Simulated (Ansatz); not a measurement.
**CH6OSSi: small, medium and large basis sets**

How large a basis does CH6OSSi need? Two functionals are run in growing sets.

Computed with Ansatz 0.2.0, Gaussian basis. Level: one geometry, several basis sets.

Plan: PBE0-D4/def2-SVP; ωB97M-V/def2-SVP; PBE0-D4/def2-QZVPP; ωB97M-V/def2-QZVPP; the functionals' def2-TZVPP values are taken from earlier runs.

## (1) The geometry

An earlier PBE0-D4 in a triple-zeta def2 set relaxation fixed the geometry.

10 atoms, charge 0, spin multiplicity 1.

Atoms are counted from 1 here; the program's logs count them from 0.

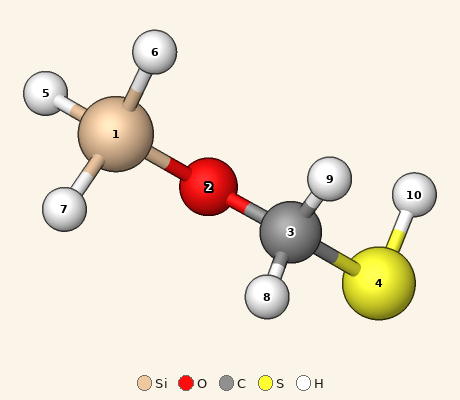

The geometry (silicon light orange, oxygen red, carbon grey, sulfur yellow, hydrogen white); atoms are numbered from 1 in the order of the file.

## (2) PBE0-D4 in def2-SVP

in.yaml

```yaml
crystal:
  periodic: [false, false, false]
  atoms:
    - {symbol: Si, position_ang: [0.135726, 1.632872, -0.205137]}
    - {symbol: O, position_ang: [-0.139493, 0.055515, -0.600053]}
    - {symbol: C, position_ang: [-0.245312, -0.955032, 0.363495]}
    - {symbol: S, position_ang: [-0.553054, -2.565173, -0.374832]}
    - {symbol: H, position_ang: [0.206574, 2.372741, -1.483953]}
    - {symbol: H, position_ang: [1.412839, 1.766492, 0.549625]}
    - {symbol: H, position_ang: [-0.964603, 2.160814, 0.647822]}
    - {symbol: H, position_ang: [-1.102165, -0.786177, 1.026352]}
    - {symbol: H, position_ang: [0.659483, -1.007649, 0.977354]}
    - {symbol: H, position_ang: [0.673004, -2.725604, -0.897873]}
basis:
  gaussian: {orbitals: def2-SVP}
hamiltonian: {xc: pbe0, dispersion: d4}
output: {orbitals: {seedname: orbitals}}
```

Command:

```bash
> ansatz run in.yaml --threads 2 --pin off --events-out ev --progress --plain --max-ram 4352MiB
```

What it wrote:

```text
Functional definition: PBE0
  name "PBE0"
  cite "Adamo & Barone, J. Chem. Phys. 110, 6158 (1999) doi:10.1063/1.478522"
  cite "Perdew, Burke & Ernzerhof, Phys. Rev. Lett. 77, 3865 (1996) doi:10.1103/PhysRevLett.77.3865"
  parent pbe
  parameter a = 0.25
  parameter kappa = 0.804
  parameter beta = 0.06672455060314922
  exchange = (1 - a)*pbe_x(kappa = kappa, mu = beta*pi^2/3) + a*exact_x
  correlation = pbe_c(beta = beta)
909 factors; integrals over basis functions are off by at most 1.2e-3 eV
mean field evaluation 1: about -21873.0349 eV, gradient 3.9e1 eV
mean field evaluation 2: about -21868.4540 eV, gradient 6.3e1 eV
mean field evaluation 4: about -21875.9937 eV, gradient 2.2e0 eV
mean field evaluation 8: about -21876.1286 eV, gradient 1.5e-1 eV
mean field evaluation 16: about -21876.1286 eV, gradient 1.2e-5 eV
mean field -21876.12864952 eV, -803.9328996972 hartree, gradient 1.2e-5 eV, S^2 0.000000; 0 other end points of the search recorded, 0 dependent functions left out
reference -21876.12867568 eV, -803.9329006587 hartree; 25, 25 occupied and 69, 69 virtual orbitals, 909 factors
Total energy: -21876.29604716 eV, -803.9390514471 hartree
```

Run time: 0.9 s. Hardware: 2 threads of INTEL XEON PLATINUM 8581C at 2.30GHz, shared host.

## (3) ωB97M-V in def2-SVP

in.yaml, as its differences from that of step 2:

```diff
@@ -15,3 +15,3 @@
   gaussian: {orbitals: def2-SVP}
-hamiltonian: {xc: pbe0, dispersion: d4}
+hamiltonian: {xc: {name: wB97M-V}}
 output: {orbitals: {seedname: orbitals}}
```

Same command.

What it wrote (excerpt; [...] marks lines left out):

```text
Functional definition: wB97M-V
  name "wB97M-V"
  cite "Mardirossian & Head-Gordon, J. Chem. Phys. 144, 214110 (2016) doi:10.1063/1.4952647"
  cite "Becke, J. Chem. Phys. 107, 8554 (1997) doi:10.1063/1.475007"
  cite "Vydrov & Van Voorhis, J. Chem. Phys. 133, 244103 (2010) doi:10.1063/1.3521275"
  # Of w^i u^j: cxij and so on, Table III.
[...]
  gx(w, u) = 1 - cx + cx01*u + cx10*w
  gss(w, u) = css00 + css04*u^4 + css10*w + css20*w^2 + css43*w^4*u^3
  gos(w, u) = cos00 + cos10*w + (cos20 + cos21*u)*w^2 + (cos60 + cos61*u)*w^6
[...]
      + integral(e_c_pw_mod_opposite_spin*gos(b97_w_opposite, b97_u_opposite)) + vv10(b, c)
909 factors; integrals over basis functions are off by at most 1.2e-3 eV
294 factors; integrals over basis functions are off by at most 1.1e-5 eV
[...]
mean field -21884.12627313 eV, -804.2268069440 hartree, gradient 4.1e-5 eV, S^2 0.000000; 0 other end points of the search recorded, 0 dependent functions left out
reference -21884.12631548 eV, -804.2268085004 hartree; 25, 25 occupied and 69, 69 virtual orbitals, 909 factors
Total energy: -21884.12631548 eV, -804.2268085004 hartree
```

Run time: 3.1 s. Hardware: 2 threads of INTEL XEON PLATINUM 8581C at 2.30GHz, shared host.

## (4) PBE0-D4 in def2-QZVPP

in.yaml, as its differences from that of step 3:

```diff
@@ -14,4 +14,4 @@
 basis:
-  gaussian: {orbitals: def2-SVP}
-hamiltonian: {xc: {name: wB97M-V}}
+  gaussian: {orbitals: "def2-QZVPP.json"}
+hamiltonian: {xc: pbe0, dispersion: d4}
 output: {orbitals: {seedname: orbitals}}
```

Same command.

What it wrote:

```text
Functional definition: PBE0
  name "PBE0"
  cite "Adamo & Barone, J. Chem. Phys. 110, 6158 (1999) doi:10.1063/1.478522"
  cite "Perdew, Burke & Ernzerhof, Phys. Rev. Lett. 77, 3865 (1996) doi:10.1103/PhysRevLett.77.3865"
  parent pbe
  parameter a = 0.25
  parameter kappa = 0.804
  parameter beta = 0.06672455060314922
  exchange = (1 - a)*pbe_x(kappa = kappa, mu = beta*pi^2/3) + a*exact_x
  correlation = pbe_c(beta = beta)
1486 factors; their error is unknown
mean field evaluation 1: about -21882.5044 eV, gradient 5.1e1 eV
mean field evaluation 2: about -21873.0902 eV, gradient 8.6e1 eV
mean field evaluation 4: about -21887.3059 eV, gradient 4.5e0 eV
mean field evaluation 8: about -21887.3420 eV, gradient 3.5e-2 eV
mean field evaluation 16: about -21887.3588 eV, gradient 2.4e-5 eV
mean field -21887.35882480 eV, -804.3456010266 hartree, gradient 2.4e-5 eV, S^2 0.000000; 0 other end points of the search recorded, 0 dependent functions left out
reference -21887.35886511 eV, -804.3456025082 hartree; 25, 25 occupied and 409, 409 virtual orbitals, 1486 factors
Total energy: -21887.52623659 eV, -804.3517532966 hartree
```

Wall time 8 s (2 threads of INTEL XEON PLATINUM 8581C at 2.30GHz, shared host); peak memory 1.3 GiB.

## (5) ωB97M-V in def2-QZVPP

in.yaml, as its differences from that of step 4:

```diff
@@ -15,3 +15,3 @@
   gaussian: {orbitals: "def2-QZVPP.json"}
-hamiltonian: {xc: pbe0, dispersion: d4}
+hamiltonian: {xc: {name: wB97M-V}}
 output: {orbitals: {seedname: orbitals}}
```

Launched as before.

What it wrote (excerpt; [...] marks lines left out):

```text
Functional definition: wB97M-V
  name "wB97M-V"
  cite "Mardirossian & Head-Gordon, J. Chem. Phys. 144, 214110 (2016) doi:10.1063/1.4952647"
  cite "Becke, J. Chem. Phys. 107, 8554 (1997) doi:10.1063/1.475007"
  cite "Vydrov & Van Voorhis, J. Chem. Phys. 133, 244103 (2010) doi:10.1063/1.3521275"
  # Of w^i u^j: cxij and so on, Table III.
[...]
  gx(w, u) = 1 - cx + cx01*u + cx10*w
  gss(w, u) = css00 + css04*u^4 + css10*w + css20*w^2 + css43*w^4*u^3
  gos(w, u) = cos00 + cos10*w + (cos20 + cos21*u)*w^2 + (cos60 + cos61*u)*w^6
[...]
      + integral(e_c_pw_mod_opposite_spin*gos(b97_w_opposite, b97_u_opposite)) + vv10(b, c)
1438 factors; their error is unknown
352 factors; integrals over basis functions are off by at most 8.4e-6 eV
[...]
mean field -21895.44305097 eV, -804.6426908588 hartree, gradient 2.2e-5 eV, S^2 0.000000; 0 other end points of the search recorded, 0 dependent functions left out
reference -21895.44311631 eV, -804.6426932599 hartree; 25, 25 occupied and 409, 409 virtual orbitals, 1438 factors
Total energy: -21895.44311631 eV, -804.6426932599 hartree
```

Run time: 16 s. Hardware: 2 threads of INTEL XEON PLATINUM 8581C at 2.30GHz, shared host; peak memory 1.6 GiB.

## (6) Functionals by basis

The def2-TZVPP values come from earlier runs at the same geometry.

```csv
functional,basis,functions,energy (eV),from the largest (eV),HOMO (eV),LUMO (eV)
PBE0-D4,def2-SVP,94,-21876.2960,11.230,-7.06,0.56
PBE0-D4,def2-TZVPP,230,-21886.7275,0.799,-7.22,0.03
PBE0-D4,def2-QZVPP,434,-21887.5262,0.000,-7.26,-0.16
ωB97M-V,def2-SVP,94,-21884.1263,11.317,-9.29,2.46
ωB97M-V,def2-TZVPP,230,-21894.6876,0.755,-9.48,1.70
ωB97M-V,def2-QZVPP,434,-21895.4431,0.000,-9.52,1.30
```

## (7) Summary of results

| quantity | value |
| --- | --- |
| PBE0-D4: double and triple zeta above quadruple | 11.23, 0.80 eV |
| ωB97M-V: double and triple zeta above quadruple | 11.32, 0.76 eV |

PBE0-D4 gains 10.43 eV from double to triple zeta, then 0.80 eV more. Total energies overstate the basis error of differences, where much of it tends to cancel. The LUMO of ωB97M-V is positive and keeps falling with the basis (2.46 to 1.30 eV): an unbound level that the basis holds in place.

For PBE0-D4 the largest set took about 9 times as long as the smallest (8 s against 0.9 s).
